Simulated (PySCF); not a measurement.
# CH₅FOSi: NMR shifts at several levels of theory

How much do the NMR shifts of CH₅FOSi (`CO[SiH2]F`) depend on the level of theory, and what does each level cost?

Programs: PySCF 2.14.0, with density-fitted response routines of our own. Each step states its level of theory. These are calculated values for one molecule in the gas phase, unless marked as measured. Atoms count from 0, in the outputs and in this text.

## (1) Starting geometry

9 atoms, charge 0, multiplicity 1; geometry from: PBE0-D3(BJ)/def2-SVP.

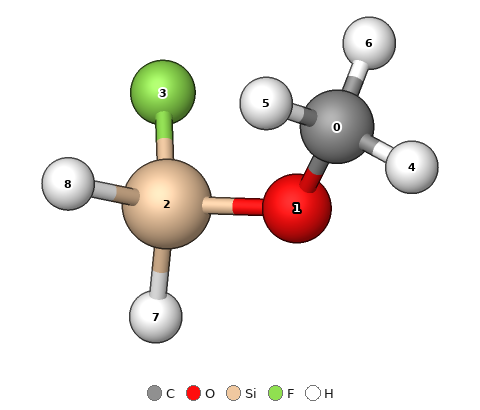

The starting geometry (carbon grey, oxygen red, silicon light orange, fluorine green, hydrogen white), atoms numbered.

## (2) Nuclear shieldings: HF/pcSseg-2

The job: settings as JSON, then the geometry in Å.

```
{"job": {"kind": "nmr", "xc": "HF", "basis": "pcSseg-2", "pop": false}, "charge": 0, "multiplicity": 1}
C     -1.403256    -0.061069    -0.665947
O     -0.151863     0.572251    -0.690250
Si     1.226380     0.007352     0.003072
F      1.775034    -1.286586    -0.807357
H     -2.178911     0.677316    -0.917453
H     -1.638263    -0.479838     0.330029
H     -1.452791    -0.879370    -1.404082
H      2.233989     1.086617    -0.095603
H      0.964890    -0.449793     1.396318
```

Level: GIAO HF/pcSseg-2 NMR shielding, non-relativistic, gas phase.

Launch:

```sh
OMP_NUM_THREADS=1 python probes_run.py task.json out
```

One launch serves the whole session: the jobs run in the order shown.

Output:

```text
final grid: 72808 points
cycle   1  E = -504.1220585970  dE =  1.855e-01  |g| = 6.840e-01  |ddm| = 1.979e+00
cycle   2  E = -504.1928420678  dE = -7.078e-02  |g| = 4.141e-01  |ddm| = 4.701e-01
cycle   3  E = -504.2186788858  dE = -2.584e-02  |g| = 5.292e-02  |ddm| = 1.730e-01
cycle   4  E = -504.2194963576  dE = -8.175e-04  |g| = 1.209e-02  |ddm| = 5.621e-02
cycle   5  E = -504.2195375958  dE = -4.124e-05  |g| = 3.182e-03  |ddm| = 1.132e-02
cycle   6  E = -504.2195401256  dE = -2.530e-06  |g| = 9.947e-04  |ddm| = 2.825e-03
cycle   7  E = -504.2195403823  dE = -2.567e-07  |g| = 2.809e-04  |ddm| = 8.546e-04
cycle   8  E = -504.2195404122  dE = -2.995e-08  |g| = 8.990e-05  |ddm| = 2.896e-04
cycle   9  E = -504.2195404161  dE = -3.853e-09  |g| = 2.467e-05  |ddm| = 1.072e-04
cycle  10  E = -504.2195404164  dE = -3.333e-10  |g| = 4.691e-06  |ddm| = 3.189e-05
converged SCF energy = -504.2195404164

GIAO shielding tensors (ppm)
atom      isotropic    diamagn.    paramagn.     s11        s22        s33       span
  0 C      141.343     234.384     -93.041    117.468    119.085    187.476     70.008
  1 O      315.101     392.335     -77.235    231.367    345.760    368.175    136.808
  2 Si     420.454     872.139    -451.685    397.125    427.956    436.283     39.158
  3 F      366.102     469.078    -102.976    307.072    382.846    408.387    101.315
  4 H       28.067      28.080      -0.013     24.074     26.042     34.084     10.010
  5 H       28.338      29.828      -1.489     24.742     26.441     33.832      9.089
  6 H       28.134      28.556      -0.421     24.050     26.373     33.980      9.930
  7 H       27.325      28.627      -1.302     24.024     25.145     32.806      8.782
  8 H       27.257      29.664      -2.407     24.340     25.392     32.039      7.699
```

It took 6.6 s on 1 thread of Arm Neoverse V2, shared host; peak memory 0.91 GiB.

The references, computed at this level on geometries of the same kind, shield at (ppm): 1H TMS 31.68, 13C TMS 191.5, 29Si TMS 383.0, 19F CFCl3 245.3, 17O H2O 326.3. Their shielding less the atom's gives the shift. The references are single molecules in the gas phase, so shifts against H2O, NH3, PH3, H3PO4 or CFCl3 are not on the usual liquid scales and can be off by tens of ppm. Atoms listed in one row are averaged.

| atoms | environment | σ (ppm) | δ (ppm) |
| --- | --- | --- | --- |
| C0 | methyl carbon bonded to O | 141.3 | 50.1 |
| H7, H8 | hydrogen on a silicon bonded to F, O | 27.29 | 4.39 |
| H4, H5, H6 | hydrogen on a methyl carbon bonded to O | 28.18 | 3.50 |
| O1 | oxygen bonded to C, Si | 315.1 | 11.2 |
| Si2 | silicon bonded to F, O, 2 H | 420.5 | -37.5 |
| F3 | fluorine bonded to Si | 366.1 | -120.8 |

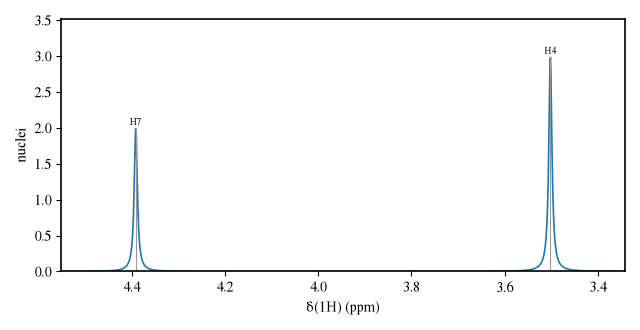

1H lines at the computed shifts, without couplings. Lines are broadened to a width of 0.01 ppm (Lorentzian).

## (3) NMR shieldings: LDA/pcSseg-2

Settings changed since step 2:

```diff
@@ -1,2 +1,2 @@
-{"job": {"kind": "nmr", "xc": "HF", "basis": "pcSseg-2", "pop": false}, "charge": 0, "multiplicity": 1}
+{"job": {"kind": "nmr", "xc": "LDA", "basis": "pcSseg-2", "pop": false}, "charge": 0, "multiplicity": 1}
 C     -1.403256    -0.061069    -0.665947
```

Level: GIAO LDA/pcSseg-2 NMR shielding, non-relativistic, gas phase.

Output:

```text
coarse grid: 7984 points
cycle   1  E = -503.0295526559  dE =  2.638e-01  |g| = 9.172e-01  |ddm| = 2.098e+00
cycle   2  E = -502.2935816230  dE =  7.360e-01  |g| = 2.174e+00  |ddm| = 1.917e+00
cycle   3  E = -503.1643703400  dE = -8.708e-01  |g| = 1.919e-01  |ddm| = 1.605e+00
cycle   4  E = -503.1678416758  dE = -3.471e-03  |g| = 1.567e-01  |ddm| = 1.623e-01
cycle   5  E = -503.1714185868  dE = -3.577e-03  |g| = 3.041e-02  |ddm| = 7.578e-02
cycle   6  E = -503.1715592632  dE = -1.407e-04  |g| = 7.957e-03  |ddm| = 1.882e-02
cycle   7  E = -503.1715741322  dE = -1.487e-05  |g| = 2.033e-03  |ddm| = 5.178e-03
cycle   8  E = -503.1715748991  dE = -7.669e-07  |g| = 3.400e-04  |ddm| = 1.153e-03
final grid: 72808 points
cycle   9  E = -503.1624201579  dE = -5.614e-05  |g| = 3.298e-03  |ddm| = 2.017e-02
cycle  10  E = -503.1624171367  dE =  3.021e-06  |g| = 4.959e-03  |ddm| = 4.197e-03
cycle  11  E = -503.1624220978  dE = -4.961e-06  |g| = 7.957e-04  |ddm| = 2.795e-03
cycle  12  E = -503.1624221683  dE = -7.048e-08  |g| = 3.178e-04  |ddm| = 4.719e-04
cycle  13  E = -503.1624221866  dE = -1.833e-08  |g| = 4.951e-05  |ddm| = 1.682e-04
cycle  14  E = -503.1624221870  dE = -3.566e-10  |g| = 1.758e-05  |ddm| = 4.034e-05
converged SCF energy = -503.1624221870

GIAO shielding tensors (ppm)
atom      isotropic    diamagn.    paramagn.     s11        s22        s33       span
  0 C      122.684     239.979    -117.295     90.070     94.787    183.196     93.125
  1 O      266.241     390.555    -124.314    150.714    299.620    348.388    197.674
  2 Si     318.545     876.880    -558.335    298.190    318.565    338.881     40.692
  3 F      311.309     467.229    -155.920    226.646    330.798    376.483    149.837
  4 H       26.808      27.979      -1.171     23.113     24.755     32.556      9.442
  5 H       26.980      29.228      -2.248     23.911     24.706     32.323      8.412
  6 H       26.730      28.309      -1.579     22.767     24.804     32.620      9.853
  7 H       25.459      27.823      -2.365     22.297     23.429     30.650      8.352
  8 H       25.223      28.629      -3.406     22.368     23.531     29.772      7.404
```

Wall time 14 s (1 thread of Arm Neoverse V2, shared host); peak memory 0.84 GiB.

Key values: δ C0 57.6, O1 68.1, Si2 -15.5, F3 -173.1, H7 5.43, H4 3.93 ppm (means over like atoms).

## (4) Shielding tensors: PBE/pcSseg-2

Settings changed since step 3:

```diff
@@ -1,2 +1,2 @@
-{"job": {"kind": "nmr", "xc": "LDA", "basis": "pcSseg-2", "pop": false}, "charge": 0, "multiplicity": 1}
+{"job": {"kind": "nmr", "xc": "PBE", "basis": "pcSseg-2", "pop": false}, "charge": 0, "multiplicity": 1}
 C     -1.403256    -0.061069    -0.665947
```

Level: GIAO PBE/pcSseg-2 NMR shielding, non-relativistic, gas phase.

Output:

```text
coarse grid: 7984 points
cycle   1  E = -505.3496286314  dE =  2.676e-01  |g| = 9.265e-01  |ddm| = 2.068e+00
cycle   2  E = -504.6534478028  dE =  6.962e-01  |g| = 2.131e+00  |ddm| = 1.918e+00
cycle   3  E = -505.4876607847  dE = -8.342e-01  |g| = 1.765e-01  |ddm| = 1.601e+00
cycle   4  E = -505.4906405826  dE = -2.980e-03  |g| = 1.468e-01  |ddm| = 1.565e-01
cycle   5  E = -505.4938570652  dE = -3.216e-03  |g| = 2.856e-02  |ddm| = 7.305e-02
cycle   6  E = -505.4939883073  dE = -1.312e-04  |g| = 6.125e-03  |ddm| = 1.751e-02
cycle   7  E = -505.4939970029  dE = -8.696e-06  |g| = 1.842e-03  |ddm| = 4.406e-03
final grid: 72808 points
cycle   8  E = -505.4931690724  dE = -5.831e-05  |g| = 1.480e-02  |ddm| = 2.513e-02
cycle   9  E = -505.4930605651  dE =  1.085e-04  |g| = 2.879e-02  |ddm| = 1.820e-02
cycle  10  E = -505.4932067554  dE = -1.462e-04  |g| = 3.420e-03  |ddm| = 1.295e-02
cycle  11  E = -505.4932092450  dE = -2.490e-06  |g| = 3.535e-04  |ddm| = 2.139e-03
cycle  12  E = -505.4932092657  dE = -2.072e-08  |g| = 1.564e-04  |ddm| = 2.859e-04
cycle  13  E = -505.4932092691  dE = -3.344e-09  |g| = 6.365e-05  |ddm| = 1.059e-04
cycle  14  E = -505.4932092697  dE = -6.013e-10  |g| = 8.115e-06  |ddm| = 3.592e-05
converged SCF energy = -505.4932092697

GIAO shielding tensors (ppm)
atom      isotropic    diamagn.    paramagn.     s11        s22        s33       span
  0 C      122.160     239.204    -117.044     91.600     95.245    179.635     88.034
  1 O      266.530     390.742    -124.212    162.116    298.057    339.419    177.303
  2 Si     347.452     876.462    -529.010    329.694    344.695    367.966     38.272
  3 F      317.613     468.052    -150.439    237.633    338.805    376.402    138.769
  4 H       27.285      28.122      -0.837     23.640     25.252     32.963      9.324
  5 H       27.426      29.660      -2.234     24.376     25.158     32.745      8.369
  6 H       27.199      28.592      -1.394     23.297     25.273     33.026      9.728
  7 H       26.126      28.440      -2.314     22.957     24.095     31.328      8.371
  8 H       25.890      29.393      -3.503     23.009     24.180     30.481      7.472
```

Wall time 17 s (1 thread of Arm Neoverse V2, shared host); peak memory 0.87 GiB.

In short: δ C0 57.2, O1 61.3, Si2 -24.0, F3 -174.7, H7 5.17, H4 3.87 ppm (means over like atoms).

## (5) Nuclear shieldings: BLYP/pcSseg-2

Settings changed since step 4:

```diff
@@ -1,2 +1,2 @@
-{"job": {"kind": "nmr", "xc": "PBE", "basis": "pcSseg-2", "pop": false}, "charge": 0, "multiplicity": 1}
+{"job": {"kind": "nmr", "xc": "BLYP", "basis": "pcSseg-2", "pop": false}, "charge": 0, "multiplicity": 1}
 C     -1.403256    -0.061069    -0.665947
```

Level: GIAO BLYP/pcSseg-2 NMR shielding, non-relativistic, gas phase.

Output:

```text
coarse grid: 7984 points
cycle   1  E = -505.6724839276  dE =  2.778e-01  |g| = 1.007e+00  |ddm| = 2.064e+00
cycle   2  E = -504.7987477066  dE =  8.737e-01  |g| = 2.365e+00  |ddm| = 2.185e+00
cycle   3  E = -505.8313435306  dE = -1.033e+00  |g| = 2.014e-01  |ddm| = 1.875e+00
cycle   4  E = -505.8348489632  dE = -3.505e-03  |g| = 1.785e-01  |ddm| = 1.868e-01
cycle   5  E = -505.8395479985  dE = -4.699e-03  |g| = 3.300e-02  |ddm| = 8.638e-02
cycle   6  E = -505.8397260489  dE = -1.781e-04  |g| = 6.396e-03  |ddm| = 2.049e-02
cycle   7  E = -505.8397350392  dE = -8.990e-06  |g| = 2.328e-03  |ddm| = 4.974e-03
final grid: 72808 points
cycle   8  E = -505.8379954827  dE = -5.477e-05  |g| = 9.994e-03  |ddm| = 2.405e-02
cycle   9  E = -505.8379563875  dE =  3.910e-05  |g| = 1.749e-02  |ddm| = 1.229e-02
cycle  10  E = -505.8380143399  dE = -5.795e-05  |g| = 2.337e-03  |ddm| = 7.947e-03
cycle  11  E = -505.8380153676  dE = -1.028e-06  |g| = 4.586e-04  |ddm| = 1.570e-03
cycle  12  E = -505.8380154069  dE = -3.935e-08  |g| = 1.510e-04  |ddm| = 3.388e-04
cycle  13  E = -505.8380154098  dE = -2.919e-09  |g| = 7.355e-05  |ddm| = 1.118e-04
cycle  14  E = -505.8380154106  dE = -7.739e-10  |g| = 1.069e-05  |ddm| = 3.827e-05
converged SCF energy = -505.8380154106

GIAO shielding tensors (ppm)
atom      isotropic    diamagn.    paramagn.     s11        s22        s33       span
  0 C      117.642     236.679    -119.037     87.206     90.704    175.016     87.810
  1 O      262.952     391.231    -128.279    161.423    294.021    333.412    171.989
  2 Si     343.849     875.768    -531.919    325.592    341.975    363.981     38.389
  3 F      318.481     468.791    -150.310    240.231    339.879    375.332    135.101
  4 H       27.436      28.399      -0.964     23.854     25.446     33.008      9.154
  5 H       27.592      29.586      -1.994     24.628     25.306     32.841      8.213
  6 H       27.359      28.735      -1.377     23.531     25.434     33.110      9.579
  7 H       26.447      28.608      -2.161     23.278     24.420     31.642      8.364
  8 H       26.206      29.435      -3.229     23.331     24.504     30.782      7.451
```

Run time: 17 s. Hardware: 1 thread of Arm Neoverse V2, shared host; peak memory 0.87 GiB.

Key values: δ C0 57.4, O1 62.2, Si2 -34.2, F3 -175.4, H7 5.05, H4 3.91 ppm (means over like atoms).

## (6) Nuclear shieldings: BP86/pcSseg-2

Settings changed since step 5:

```diff
@@ -1,2 +1,2 @@
-{"job": {"kind": "nmr", "xc": "BLYP", "basis": "pcSseg-2", "pop": false}, "charge": 0, "multiplicity": 1}
+{"job": {"kind": "nmr", "xc": "BP86", "basis": "pcSseg-2", "pop": false}, "charge": 0, "multiplicity": 1}
 C     -1.403256    -0.061069    -0.665947
```

Level: GIAO BP86/pcSseg-2 NMR shielding, non-relativistic, gas phase.

Output:

```text
coarse grid: 7984 points
cycle   1  E = -505.7584642868  dE =  2.684e-01  |g| = 9.383e-01  |ddm| = 2.063e+00
cycle   2  E = -505.0690627487  dE =  6.894e-01  |g| = 2.134e+00  |ddm| = 1.839e+00
cycle   3  E = -505.8990508964  dE = -8.300e-01  |g| = 1.728e-01  |ddm| = 1.526e+00
cycle   4  E = -505.9019595266  dE = -2.909e-03  |g| = 1.446e-01  |ddm| = 1.536e-01
cycle   5  E = -505.9050688975  dE = -3.109e-03  |g| = 2.807e-02  |ddm| = 7.077e-02
cycle   6  E = -505.9051954696  dE = -1.266e-04  |g| = 5.579e-03  |ddm| = 1.681e-02
cycle   7  E = -505.9052024722  dE = -7.003e-06  |g| = 2.034e-03  |ddm| = 4.151e-03
final grid: 72808 points
cycle   8  E = -505.9047880672  dE = -6.007e-05  |g| = 1.061e-02  |ddm| = 2.236e-02
cycle   9  E = -505.9047332651  dE =  5.480e-05  |g| = 2.067e-02  |ddm| = 1.297e-02
cycle  10  E = -505.9048065170  dE = -7.325e-05  |g| = 2.460e-03  |ddm| = 9.250e-03
cycle  11  E = -505.9048077549  dE = -1.238e-06  |g| = 4.028e-04  |ddm| = 1.580e-03
cycle  12  E = -505.9048077629  dE = -8.031e-09  |g| = 7.668e-05  |ddm| = 2.589e-04
cycle  13  E = -505.9048077634  dE = -4.899e-10  |g| = 4.957e-05  |ddm| = 6.126e-05
cycle  14  E = -505.9048077637  dE = -3.657e-10  |g| = 7.451e-06  |ddm| = 2.396e-05
converged SCF energy = -505.9048077637

GIAO shielding tensors (ppm)
atom      isotropic    diamagn.    paramagn.     s11        s22        s33       span
  0 C      121.850     239.179    -117.329     91.653     95.172    178.726     87.074
  1 O      267.566     390.487    -122.921    163.900    299.565    339.232    175.332
  2 Si     347.793     876.448    -528.655    330.343    344.949    368.088     37.745
  3 F      318.382     467.767    -149.384    239.152    339.492    376.503    137.351
  4 H       27.361      28.177      -0.816     23.731     25.324     33.027      9.296
  5 H       27.483      29.751      -2.267     24.408     25.234     32.809      8.400
  6 H       27.268      28.645      -1.377     23.384     25.345     33.076      9.692
  7 H       26.194      28.471      -2.277     23.021     24.167     31.395      8.374
  8 H       25.959      29.403      -3.443     23.074     24.247     30.556      7.482
```

It took 17 s on 1 thread of Arm Neoverse V2, shared host; peak memory 0.87 GiB.

In short: δ C0 57.3, O1 58.5, Si2 -25.7, F3 -174.4, H7 5.16, H4 3.86 ppm (means over like atoms).

## (7) NMR shieldings: OPBE/pcSseg-2

Settings changed since step 6:

```diff
@@ -1,2 +1,2 @@
-{"job": {"kind": "nmr", "xc": "BP86", "basis": "pcSseg-2", "pop": false}, "charge": 0, "multiplicity": 1}
+{"job": {"kind": "nmr", "xc": "OPBE", "basis": "pcSseg-2", "pop": false}, "charge": 0, "multiplicity": 1}
 C     -1.403256    -0.061069    -0.665947
```

Method: GIAO OPBE/pcSseg-2 NMR shielding, non-relativistic, gas phase.

Output:

```text
coarse grid: 7984 points
cycle   1  E = -505.5765708841  dE =  2.445e-01  |g| = 8.796e-01  |ddm| = 2.091e+00
cycle   2  E = -505.0495323050  dE =  5.270e-01  |g| = 1.888e+00  |ddm| = 1.776e+00
cycle   3  E = -505.7063413975  dE = -6.568e-01  |g| = 1.293e-01  |ddm| = 1.430e+00
cycle   4  E = -505.7079963269  dE = -1.655e-03  |g| = 1.085e-01  |ddm| = 1.224e-01
cycle   5  E = -505.7098387874  dE = -1.842e-03  |g| = 2.347e-02  |ddm| = 5.727e-02
cycle   6  E = -505.7099324241  dE = -9.364e-05  |g| = 4.272e-03  |ddm| = 1.478e-02
cycle   7  E = -505.7099361069  dE = -3.683e-06  |g| = 1.993e-03  |ddm| = 3.812e-03
final grid: 72808 points
cycle   8  E = -505.7104042357  dE = -1.301e-04  |g| = 2.914e-02  |ddm| = 4.055e-02
cycle   9  E = -505.7100017720  dE =  4.025e-04  |g| = 5.662e-02  |ddm| = 3.595e-02
cycle  10  E = -505.7105329099  dE = -5.311e-04  |g| = 4.527e-03  |ddm| = 2.627e-02
cycle  11  E = -505.7105367521  dE = -3.842e-06  |g| = 1.484e-03  |ddm| = 3.464e-03
cycle  12  E = -505.7105372080  dE = -4.560e-07  |g| = 3.158e-04  |ddm| = 9.601e-04
cycle  13  E = -505.7105372212  dE = -1.313e-08  |g| = 1.251e-04  |ddm| = 1.879e-04
cycle  14  E = -505.7105372238  dE = -2.628e-09  |g| = 1.474e-05  |ddm| = 6.542e-05
cycle  15  E = -505.7105372239  dE = -4.525e-11  |g| = 3.244e-06  |ddm| = 1.467e-05
converged SCF energy = -505.7105372239

GIAO shielding tensors (ppm)
atom      isotropic    diamagn.    paramagn.     s11        s22        s33       span
  0 C      128.025     242.054    -114.030     99.068    101.822    183.183     84.115
  1 O      276.087     391.193    -115.106    180.721    306.059    341.480    160.759
  2 Si     375.249     877.331    -502.081    359.043    372.223    394.482     35.439
  3 F      328.234     468.327    -140.094    252.354    348.900    383.446    131.092
  4 H       27.424      27.768      -0.344     23.717     25.352     33.204      9.486
  5 H       27.526      29.968      -2.442     24.357     25.303     32.918      8.561
  6 H       27.327      28.507      -1.180     23.401     25.395     33.186      9.786
  7 H       26.253      28.689      -2.437     23.100     24.216     31.442      8.342
  8 H       26.042      30.043      -4.001     23.169     24.305     30.652      7.483
```

Run time: 18 s. Hardware: 1 thread of Arm Neoverse V2, shared host; peak memory 0.87 GiB.

In short: δ C0 56.4, O1 53.1, Si2 -19.7, F3 -173.1, H7 5.05, H4 3.77 ppm (means over like atoms).

## (8) Shielding tensors: KT2/pcSseg-2

Settings changed since step 7:

```diff
@@ -1,2 +1,2 @@
-{"job": {"kind": "nmr", "xc": "OPBE", "basis": "pcSseg-2", "pop": false}, "charge": 0, "multiplicity": 1}
+{"job": {"kind": "nmr", "xc": "KT2", "basis": "pcSseg-2", "pop": false}, "charge": 0, "multiplicity": 1}
 C     -1.403256    -0.061069    -0.665947
```

With the program's defaults for keys left out, this is: GIAO KT2/pcSseg-2 NMR shielding, non-relativistic, gas phase.

Output:

```text
coarse grid: 7984 points
cycle   1  E = -511.2347788492  dE =  3.072e-01  |g| = 1.017e+00  |ddm| = 1.995e+00
cycle   2  E = -510.4231024609  dE =  8.117e-01  |g| = 2.290e+00  |ddm| = 2.059e+00
cycle   3  E = -511.4052461516  dE = -9.821e-01  |g| = 1.409e-01  |ddm| = 1.728e+00
cycle   4  E = -511.4070683405  dE = -1.822e-03  |g| = 1.284e-01  |ddm| = 1.545e-01
cycle   5  E = -511.4096789926  dE = -2.611e-03  |g| = 3.187e-02  |ddm| = 7.039e-02
cycle   6  E = -511.4098534021  dE = -1.744e-04  |g| = 3.943e-03  |ddm| = 1.956e-02
cycle   7  E = -511.4098564928  dE = -3.091e-06  |g| = 1.699e-03  |ddm| = 4.223e-03
final grid: 72808 points
cycle   8  E = -511.4273697711  dE = -2.596e-04  |g| = 2.273e-02  |ddm| = 5.650e-02
cycle   9  E = -511.4271618093  dE =  2.080e-04  |g| = 4.190e-02  |ddm| = 2.785e-02
cycle  10  E = -511.4274318786  dE = -2.701e-04  |g| = 4.834e-03  |ddm| = 2.078e-02
cycle  11  E = -511.4274348725  dE = -2.994e-06  |g| = 1.732e-03  |ddm| = 2.934e-03
cycle  12  E = -511.4274353938  dE = -5.213e-07  |g| = 2.747e-04  |ddm| = 9.304e-04
cycle  13  E = -511.4274354053  dE = -1.152e-08  |g| = 1.107e-04  |ddm| = 2.674e-04
cycle  14  E = -511.4274354082  dE = -2.844e-09  |g| = 2.216e-05  |ddm| = 8.594e-05
cycle  15  E = -511.4274354083  dE = -1.249e-10  |g| = 3.857e-06  |ddm| = 1.911e-05
converged SCF energy = -511.4274354083

GIAO shielding tensors (ppm)
atom      isotropic    diamagn.    paramagn.     s11        s22        s33       span
  0 C      125.667     238.782    -113.116     95.640     99.005    182.355     86.715
  1 O      265.046     390.110    -125.065    159.590    296.454    339.093    179.503
  2 Si     371.734     878.689    -506.955    354.580    368.737    391.884     37.304
  3 F      317.313     468.729    -151.417    235.320    338.627    377.990    142.670
  4 H       27.305      27.958      -0.653     23.701     25.213     33.002      9.301
  5 H       27.430      29.900      -2.470     24.365     25.158     32.765      8.400
  6 H       27.201      28.576      -1.375     23.277     25.275     33.050      9.773
  7 H       26.161      28.293      -2.132     22.994     24.123     31.366      8.373
  8 H       25.940      29.229      -3.289     23.051     24.223     30.545      7.494
```

Wall time 18 s (1 thread of Arm Neoverse V2, shared host); peak memory 0.87 GiB.

Key values: δ C0 56.6, O1 59.3, Si2 -20.7, F3 -181.0, H7 5.13, H4 3.87 ppm (means over like atoms).

(Part 1 of 2 ends here.)
